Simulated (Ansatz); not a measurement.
# [SnH3]-: trial inputs and their diagnosis

4 inputs were typed for [SnH3]-. Each is run as it stands; the log then has to tell whether the result can be used.

Method: the settings change from run to run; program: Ansatz 0.2.0, Gaussian basis.

3 further runs of the same task are left out: 3 set aside as unsound or not needed. Runs told in other sessions of the task aren't counted.

**1. The relaxed structure**

The geometry comes from an earlier relaxation with PBE-D4 in a triple-zeta def2 set; it is a stationary point. Sn takes a core potential in def2 sets; no spin-orbit term is included.

4 atoms, charge -1, spin multiplicity 1.

Atoms are counted from 1 here; the program's logs count them from 0.

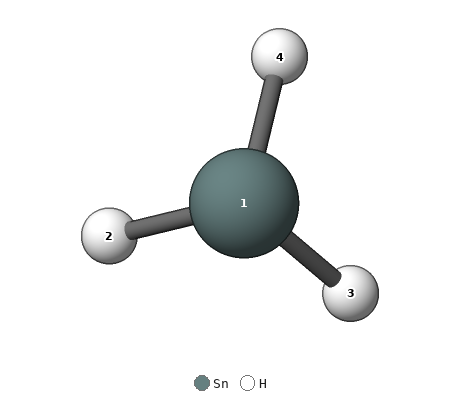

The geometry (tin teal, hydrogen white); atoms are numbered from 1 in the order of the file.

**2. Input 1**

Contents of in.yaml:

```yaml
crystal:
  periodic: [false, false, false]
  atoms:
    - {symbol: Sn, position_ang: [0.022439, -0.129234, 0.738495]}
    - {symbol: H, position_ang: [1.417498, 0.047083, -0.100697]}
    - {symbol: H, position_ang: [-0.812255, 1.267730, -0.283850]}
    - {symbol: H, position_ang: [-0.884506, -1.291503, -0.451871]}
basis:
  gaussian: {orbitals: def2-SVP, fitting: {mean_field: cc-pVTZ-jkfit}, nuclear_model: gaussian}
total_charge: -1
hamiltonian: {xc: {name: PBE}, dispersion: d3bj}
scf: {omitted_lower_state_checks: [starts]}
output: {forces: true}
```

Run with:

```console
ansatz run in.yaml --threads 4 --pin off --events-out ev --progress --plain --max-ram 3916MiB
```

The log of the run:

```text
Functional definition: PBE
  name "PBE"
  cite "Perdew, Burke & Ernzerhof, Phys. Rev. Lett. 77, 3865 (1996) doi:10.1103/PhysRevLett.77.3865"
  parent pbe
  parameter kappa = 0.804
  parameter beta = 0.06672455060314922
  exchange = pbe_x(kappa = kappa, mu = beta*pi^2/3)
  correlation = pbe_c(beta = beta)
these checks for a lower state are left out or cut short: starts
Error: <dir> the basis set cc-pVTZ-JKFIT has no functions for Sn
```

It took 0.1 s on 4 threads of Intel Xeon Platinum 8488C, shared host.

**Diagnosis.** The program refused the input. The fitting set named has no entry for an element of this molecule. Cure: leave the fitting key out, or name a set that covers all elements and suits the basis. Its coordinates are also moved off the relaxed structure.

**3. Input 2**

Contents of in.yaml:

```yaml
crystal:
  periodic: [false, false, false]
  atoms:
    - {symbol: Sn, position_ang: [-0.005676, 0.005667, 0.761796]}
    - {symbol: H, position_ang: [1.508757, -0.031767, -0.242466]}
    - {symbol: H, position_ang: [-0.725597, 1.318018, -0.269175]}
    - {symbol: H, position_ang: [-0.777473, -1.291918, -0.250155]}
basis:
  gaussian: {orbitals: def2-SVPD, fitting: {mean_field: cc-pVTZ-jkfit}, nuclear_model: gaussian}
total_charge: -1
hamiltonian: {xc: {name: PBE0}}
scf: {omitted_lower_state_checks: [starts]}
output: {forces: true}
```

The command is unchanged.

The log of the run:

```text
Functional definition: PBE0
  name "PBE0"
  cite "Adamo & Barone, J. Chem. Phys. 110, 6158 (1999) doi:10.1063/1.478522"
  cite "Perdew, Burke & Ernzerhof, Phys. Rev. Lett. 77, 3865 (1996) doi:10.1103/PhysRevLett.77.3865"
  parent pbe
  parameter a = 0.25
  parameter kappa = 0.804
  parameter beta = 0.06672455060314922
  exchange = (1 - a)*pbe_x(kappa = kappa, mu = beta*pi^2/3) + a*exact_x
  correlation = pbe_c(beta = beta)
these checks for a lower state are left out or cut short: starts
Error: <dir> the basis set cc-pVTZ-JKFIT has no functions for Sn
```

Run time: 0.1 s. Hardware: 4 threads of Intel Xeon Platinum 8488C, shared host.

**Diagnosis.** The program refused the input. The fitting set named has no entry for an element of this molecule. Cure: leave the fitting key out, or name a set that covers all elements and suits the basis.

**4. Input 3**

Contents of in.yaml:

```yaml
crystal:
  periodic: [false, false, false]
  atoms:
    - {symbol: Sn, position_ang: [-0.010727, 0.010710, 1.439586]}
    - {symbol: H, position_ang: [2.851139, -0.060031, -0.458195]}
    - {symbol: H, position_ang: [-1.371181, 2.490693, -0.508667]}
    - {symbol: H, position_ang: [-1.469212, -2.441373, -0.472724]}
basis:
  gaussian: {orbitals: def2-mTZVP}
total_charge: -1
hamiltonian: {xc: {name: r2SCAN0}, dispersion: d4}
scf: {omitted_lower_state_checks: [starts]}
output: {forces: true}
```

Same command.

The log of the run, cut to the lines that bear on the results:

```text
Functional definition: r2SCAN0
  name "r2SCAN0"
  cite "Bursch, Neugebauer, Ehlert & Grimme, J. Chem. Phys. 156, 134105 (2022) doi:10.1063/5.0086040"
  cite "Furness, Kaplan, Ning, Perdew & Sun, J. Phys. Chem. Lett. 11, 8208 (2020) doi:10.1021/acs.jpclett.0c02405"
  cite "Furness, Kaplan, Ning, Perdew & Sun, J. Phys. Chem. Lett. 11, 9248 (2020) doi:10.1021/acs.jpclett.0c03077"
  parent r2scan
[...]
541 factors; integrals over basis functions are off by at most 1.6e-4 eV
[...]
mean field -5874.22491270 eV, -215.8737838490 hartree, gradient 4.2e-5 eV, S^2 0.000000; 0 other end points of the search recorded, 0 dependent functions left out
[...]
reference -5874.22492370 eV, -215.8737842533 hartree; 13, 13 occupied and 32, 32 virtual orbitals, 541 factors
Total energy: -5874.26121644 eV, -215.8751179870 hartree
Atom 0 at    -0.010727     0.010710     1.439586 Å, force     0.017082    -0.017108    -2.298927 eV/Å
Atom 1 at     2.851139    -0.060031    -0.458195 Å, force    -0.951989     0.024466     0.759084 eV/Å
Atom 2 at    -1.371181     2.490693    -0.508667 Å, force     0.451164    -0.823233     0.775892 eV/Å
Atom 3 at    -1.469212    -2.441373    -0.472724 Å, force     0.483742     0.815875     0.763951 eV/Å
Dipole moment:    -0.016019     0.015952     2.144508 e Å
Checks for a lower state left out: starts
```

Wall time 0.75 s (4 threads of Intel Xeon Platinum 8488C, shared host).

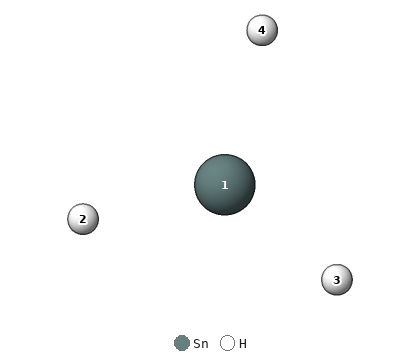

The geometry of this input.

Diagnosis: The run converged, but a converged run isn't a right one. The coordinates are in bohr but typed as ångström. The shortest distance is 3.43 Å (Sn1–H4), against 1.82 Å in the relaxed molecule. Its energy is no property of the relaxed molecule. Fix: take the coordinates from the file in ångström.

**5. Input 4**

Contents of in.yaml:

```yaml
crystal:
  periodic: [true, true, true]
  atoms:
    - {symbol: Sn, position_ang: [0.108896, 0.000806, 0.647083]}
    - {symbol: H, position_ang: [1.544997, 0.109152, -0.214465]}
    - {symbol: H, position_ang: [-0.739398, 1.108951, -0.340036]}
    - {symbol: H, position_ang: [-0.672806, -1.329035, -0.411759]}
basis:
  gaussian: {orbitals: def2-SVP}
total_charge: -1
hamiltonian: {xc: {name: B3LYP}, dispersion: d3bj}
scf: {omitted_lower_state_checks: [starts]}
```

Same command.

The log of the run:

```text
Error: YAML parse error: error: line 2 column 3: crystal: missing field `lattice` (a structure is typed as `lattice` and `atoms`, a molecule's as `atoms` in Å alone, or read from a run's directory, `checkpoint`)
 --> <input>:2:3
  |
1 | crystal:
2 |   periodic: [true, true, true]
  |   ^ crystal: missing field `lattice` (a structure is typed as `lattice` and `atoms`, a molecule's as `atoms` in Å alone, or read from a run's directory, `checkpoint`)
3 |   atoms:
4 |     - {symbol: Sn, position_ang: [0.108896, 0.000806, 0.647083]}
  |
```

Run time: 0.05 s. Hardware: 4 threads of Intel Xeon Platinum 8488C, shared host.

Diagnosis: The program refused the input. The molecule is marked periodic without a cell. Its coordinates are also moved off the relaxed structure (shortest distance 1.68 Å, against 1.82 Å), and have to be restored too. Fix: set periodic to false, or give a lattice.

**6. How the tries ended**

| input | level | ended | cause | time |
| --- | --- | --- | --- | --- |
| 1 | PBE/def2-SVP | refused | the fitting set named has no entry for an element of this molecule | 0.1 s |
| 2 | PBE0/def2-SVPD | refused | the fitting set named has no entry for an element of this molecule | 0.1 s |
| 3 | r2SCAN0/def2-mTZVP | converged | the coordinates are in bohr but typed as ångström | 0.75 s |
| 4 | B3LYP/def2-SVP | refused | the molecule is marked periodic without a cell | 0.05 s |

**Reading.** 3 refused, 1 converged. A refusal costs next to no computing time. The dangerous case is the input that converges on a wrong geometry, charge, spin, basis or grid: often only a look at the input shows it.
